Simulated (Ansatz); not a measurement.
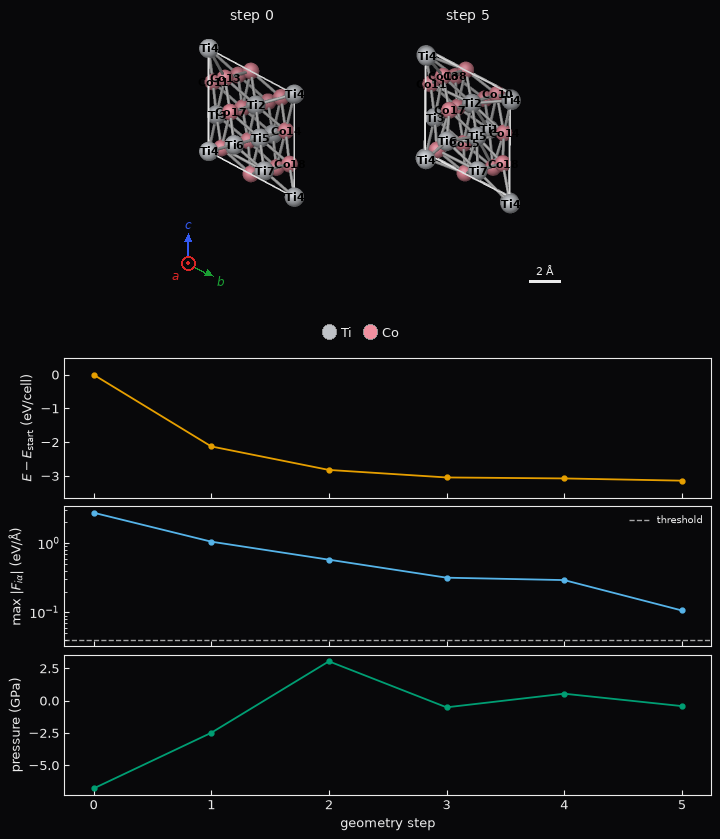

First and last geometry of a relaxation of crystalline Ti₇Co₁₃ (a generated structure, set up in P1) (coarse preliminary run), with the history of the run. Style: ball-and-stick. Shown: the cell of the calculation, along the a axis.

Case: elements placed on the fcc lattice at random.

Method: Ansatz, DFT PBE, scalar-relativistic, plane waves, PAW. Set-up: plane-wave cutoff 420 eV; k-point mesh 3 × 3 × 2; occupations gaussian; smearing width 0.1 eV; mesh shifted by (0, 0, 0.5); collinear spin; cell and atoms relaxed; force threshold 0.04 eV/Å; at most 50 steps.

**What do the curves and the structures tell?**

The run was cut off at its time limit before the relaxation converged, so the last structure is only a point on the way. The largest move relative to the cell is that of a Ti atom, 0.45 Å along −c. Largest moves by element: Ti 0.45 Å, Co 0.28 Å. The volume changes by −5.1 %, with a 7.014 → 6.703 Å (−4.4 %), b 7.014 → 6.813 Å (−2.9 %), c 7.014 → 7.032 Å (+0.3 %), α 106.6° → 106.4°, β 106.6° → 107.4°, γ 115.4° → 113.5°. Among the contacts that change: Ti–Ti 3.763 → 3.108 Å, Co–Ti 3.750 → 3.151 Å, Co–Ti 3.781 → 3.274 Å, Co–Ti 3.775 → 3.310 Å. New bonds form, among them: Ti–Ti (3.76 → 3.11 Å). The space group stays P1 (No. 1). The energy falls by 3.137 eV per cell of the calculation in 5 geometry steps. The largest force component goes from 2.8 to 0.11 eV/Å. Pressure: −6.79 GPa at the start and −0.41 GPa at the end. Cost: 20 min on 4 threads of Intel(R) Xeon(R) Processor @ 2.50GHz (Skylake/Cascade Lake) (shared host), peak memory 1.8 GiB.

```json
{"step": "0", "E − E(0), meV/atom": "0.00", "largest force component, eV/Å": "2.7619", "pressure, GPa": "-6.79", "volume, Å³/atom": "13.175"}
{"step": "1", "E − E(0), meV/atom": "-106.18", "largest force component, eV/Å": "1.0531", "pressure, GPa": "-2.48", "volume, Å³/atom": "12.617"}
{"step": "2", "E − E(0), meV/atom": "-140.98", "largest force component, eV/Å": "0.5779", "pressure, GPa": "3.05", "volume, Å³/atom": "12.244"}
{"step": "3", "E − E(0), meV/atom": "-152.11", "largest force component, eV/Å": "0.3173", "pressure, GPa": "-0.51", "volume, Å³/atom": "12.501"}
{"step": "4", "E − E(0), meV/atom": "-153.57", "largest force component, eV/Å": "0.2929", "pressure, GPa": "0.54", "volume, Å³/atom": "12.464"}
{"step": "5", "E − E(0), meV/atom": "-156.86", "largest force component, eV/Å": "0.1065", "pressure, GPa": "-0.41", "volume, Å³/atom": "12.497"}
```

Limits of the set-up: the k-point mesh is coarse for a cell with partly filled bands.
